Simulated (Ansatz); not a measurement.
System: HfGe₃W₂.

```yaml
crystal:
  lattice:
    - [5.34208, 0.00000, 0.00000]
    - [-2.67104, 4.62638, 0.00000]
    - [0.00000, 0.00000, 4.24699]
  atoms:
    - { symbol: Hf, position: [0.00000, 0.00000, 0.00000] }
    - { symbol: Ge, position: [0.50000, 0.00000, 0.50000] }
    - { symbol: Ge, position: [0.50000, 0.50000, 0.50000] }
    - { symbol: Ge, position: [0.00000, 0.50000, 0.50000] }
    - { symbol: W, position: [0.33333, 0.66667, 0.00000] }
    - { symbol: W, position: [0.66667, 0.33333, 0.00000] }
```

Space group P6/mmm; a structure generated by program, which may or may not match a known phase.

These are results of DFT PBE, scalar-relativistic, plane waves, PAW (Ansatz 0.2.0), not measurements.

> What will maps of the valence pseudo-density and electron localisation function show?

Ge–W (2.62 Å): the density is about 0.41 e/Å³ at the midpoint; the ELF is about 0.40 at the midpoint.
Hf–W (3.08 Å): the density is about 0.25 e/Å³ at the midpoint; the ELF is about 0.40 at the midpoint.
Hf–Ge (3.41 Å): ρ at the midpoint is about 0.14 e/Å³; the ELF is about 0.30 at the midpoint: no localised pair shows between them.

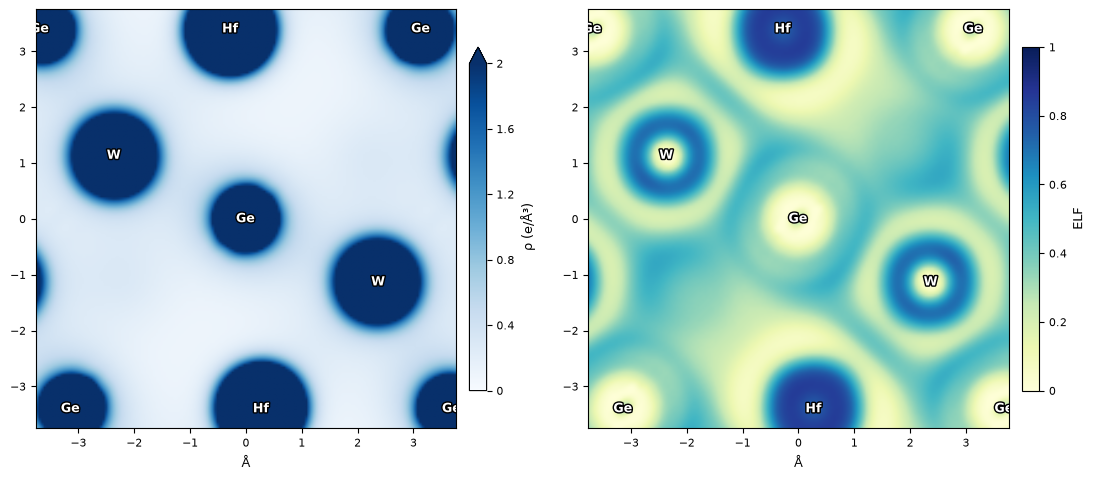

Computed valence pseudo-density and electron localisation function on the (111) plane of the conventional cell, in this order. 

Core electrons are frozen (PAW), and the valence fields are smoothed inside the atomic spheres.
